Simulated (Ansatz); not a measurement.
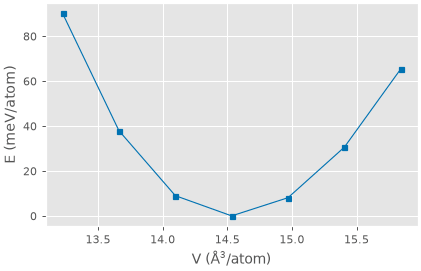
SiMo in space group P-6m2 (No. 187; Si on 1a, Mo on 1d) under volume change, PBEsol (plane waves, PAW; program Ansatz), shape and atoms relaxed at each volume.

### Question
What does a third-order Birch–Murnaghan fit give for V₀, B₀ and B′?

### Answer
V₀ = 14.54 Å³/atom, B₀ = 207 GPa, B′ = 4.3.

The workflow started from a Materials Project entry (that database holds measured and hypothetical structures alike); the Crystallography Open Database copy checked does not list it. Its standing as an ambient phase is unchecked. The PBEsol relaxation kept the symmetry of its start; its stability against distortions is not shown here. The run is not spin-polarised.

Potentials: the later of the program's two PAW sets.
